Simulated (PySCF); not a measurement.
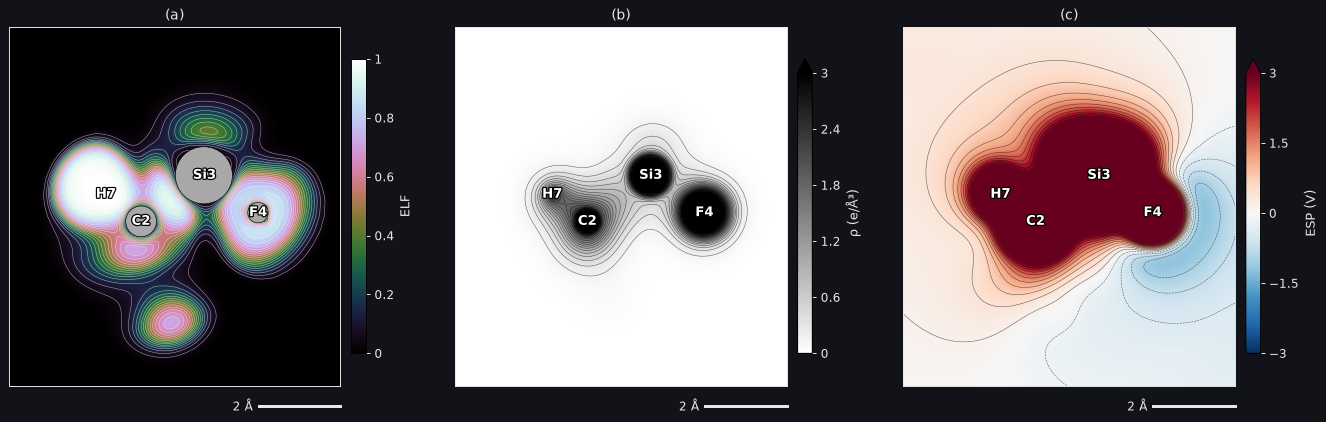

*CH6BFSi (SMILES BC[SiH2]F). (a) electron localisation function; (b) electron density; (c) electrostatic potential on the plane of atoms C2, Si3 and F4. Grey discs cover the atomic cores in the ELF map.*

Geometry: GFN2-xTB.

Computed with PBE0/pcSseg-1, SCF density, gas phase, non-relativistic in PySCF.

```xyz
10

B     1.4450   -0.0774   -0.5545
C     0.4390    0.5310    0.4563
Si   -1.2564   -0.2987    0.1804
F    -1.6928   -0.1077   -1.3591
H     1.6214    0.4300   -1.5933
H     2.0097   -1.0695   -0.2941
H     0.7019    0.3468    1.4972
H     0.2915    1.6043    0.3350
H    -1.2513   -1.7411    0.3752
H    -2.2991    0.3869    0.9343
```

**What do the fields say about this system?**

The section cuts through C, Si, F and H sites.
Si–F (1.61 Å): the density is about 1.1 e/Å³ at the midpoint; the ELF peaks at about 0.85 in the valence shell of F, 0.5 Å from its nucleus, and is about 0.55 at the midpoint.
C–Si (1.91 Å): the density is about 0.88 e/Å³ at the midpoint; the ELF peaks at about 0.95 between the atoms: a covalent bond.
C–H (1.09 Å): ρ is about 1.9 e/Å³ halfway; the ELF climbs to about 1 towards the hydrogen, as it does in any bond to H; a covalent bond by its length.
The ELF also peaks beside F4, away from the bonds: lone-pair regions.
Outside the dense part of the molecule the potential is most negative (−1.2 V) near F4.
